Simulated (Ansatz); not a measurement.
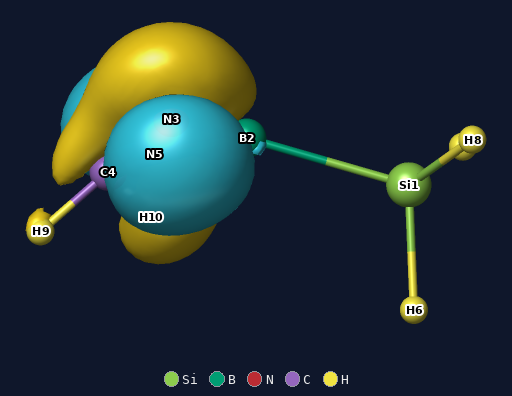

The picture shows: CH₅BN₂Si. The HOMO at ±0.15 Å⁻³ᐟ² (yellow and cyan are the two phases), seen from one side.

Geometry: PBE0-D4/def2-TZVP.

Computed with RKS PBE0-D4/def2-TZVPP (Ansatz).

The calculation's input:

```
crystal:
  periodic: [false, false, false]
  atoms:
    - {symbol: Si, position_ang: [-1.050472, -1.278986, -0.532607]}
    - {symbol: B, position_ang: [0.488422, -0.209741, 0.199499]}
    - {symbol: N, position_ang: [0.897594, 0.060273, 1.577887]}
    - {symbol: C, position_ang: [1.065661, 1.206297, 0.982950]}
    - {symbol: N, position_ang: [1.244424, 0.949511, -0.382642]}
    - {symbol: H, position_ang: [-2.242497, -0.388219, -0.617582]}
    - {symbol: H, position_ang: [-0.747230, -1.767037, -1.905643]}
    - {symbol: H, position_ang: [-1.373840, -2.437160, 0.337646]}
    - {symbol: H, position_ang: [0.937386, 2.208832, 1.402740]}
    - {symbol: H, position_ang: [0.863651, 1.605031, -1.059347]}
basis:
  gaussian: {orbitals: def2-TZVPP}
hamiltonian: {xc: pbe0, dispersion: d4}
output: {orbitals: {seedname: orbitals}}
```

Launched as:

```sh
ansatz run in.yaml --threads 2 --pin off --events-out ev --progress --plain --max-ram 4352MiB
```

**Describe this orbital and give its energy.**

It lies mainly on N3 (about 40 %), N5 (about 30 %), C4 (about 10 %) and B2 (about 10 %); largely a combination of lone pairs on N3 and N5. Its energy is −7.64 eV.
